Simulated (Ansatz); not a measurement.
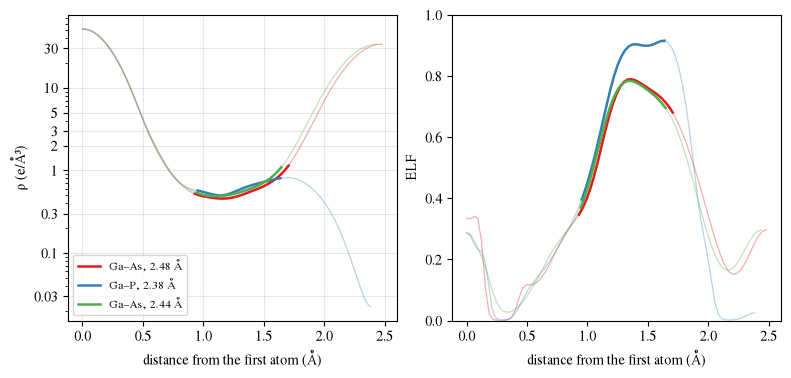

The picture shows: Ga$_{4}$AsP$_{3}$. Valence electron density and ELF along straight lines between neighbouring atoms. Thin, pale parts lie inside the atomic spheres.

Space group R3m; started from the ordered alloy on zincblende lattice prototype, which need not be the ambient phase.

The calculation used DFT, PBE, plane waves, PAW (Ansatz).

Core electrons are frozen (PAW), and the valence fields are smoothed inside the atomic spheres.

```
P As Ga
1.0
     3.93468    0.00000    0.00000
    -1.96734    3.40753    0.00000
     0.00000    0.00000   38.56377
P As Ga
9 3 12
Direct
  0.00000 0.00000 0.00123
  0.66667 0.33333 0.33457
  0.33333 0.66667 0.66790
  0.66667 0.33333 0.08335
  0.33333 0.66667 0.41668
  0.00000 0.00000 0.75001
  0.33333 0.66667 0.16547
  0.00000 0.00000 0.49880
  0.66667 0.33333 0.83214
  0.00000 0.00000 0.24989
  0.66667 0.33333 0.58322
  0.33333 0.66667 0.91656
  0.66667 0.33333 0.02144
  0.33333 0.66667 0.35477
  0.00000 0.00000 0.68811
  0.33333 0.66667 0.10355
  0.00000 0.00000 0.43688
  0.66667 0.33333 0.77021
  0.00000 0.00000 0.18560
  0.66667 0.33333 0.51893
  0.33333 0.66667 0.85227
  0.66667 0.33333 0.27281
  0.33333 0.66667 0.60614
  0.00000 0.00000 0.93947
```

Q: Compare the contacts.

A: Ga–As (2.48 Å): the density is about 0.47 e/Å³ at the midpoint; the ELF peaks at about 0.80 between the atoms: a shared electron pair.
Ga–P (2.38 Å): ρ at the midpoint is about 0.51 e/Å³; the ELF peaks at about 0.90 in the valence shell of P, 0.7 Å from its nucleus, and is about 0.75 at the midpoint.
Ga–As (2.44 Å): ρ at the midpoint is about 0.51 e/Å³; the ELF peaks at about 0.80 between the atoms; a shared electron pair.
